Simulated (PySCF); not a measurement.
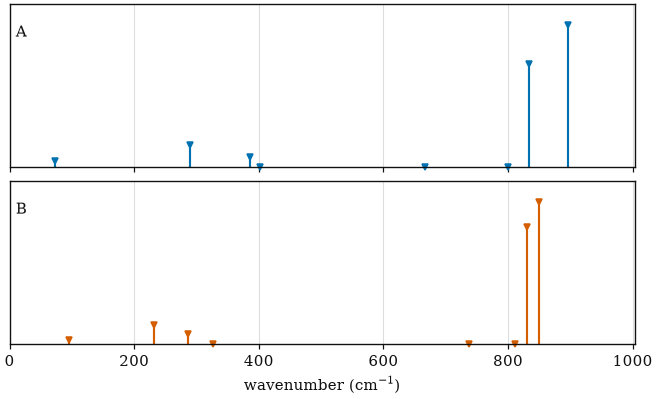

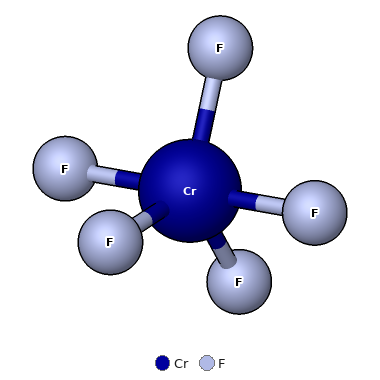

Harmonic infrared lines of CrF₅⁺ and MoF₅⁺, all D3h singlets, each the lowest point that its search found (CrF₅⁺ is drawn); the central atom changes down one group of the periodic table. PBE0/def2-SVP (core potentials past Kr), PySCF, unscaled, no spin-orbit coupling; each panel is scaled to its strongest line, degenerate modes are one line with their intensities summed, and dots on the axis are modes too weak to show or inactive.

Question: Which panel belongs to which molecule?

Answer: A: CrF₅⁺ (strongest line 896.5 cm⁻¹); B: MoF₅⁺ (strongest line 850.0 cm⁻¹).

Question: How do the bond length and the stretches change along the series?

Answer: Mean bond length: CrF₅⁺ 1.645, MoF₅⁺ 1.770 Å, rising down the group. Highest e' mode: CrF₅⁺ 897, MoF₅⁺ 850 cm⁻¹, falling down the group.

Limits of at least one run: closed-shell stability not tested; double-zeta basis on some or all atoms.
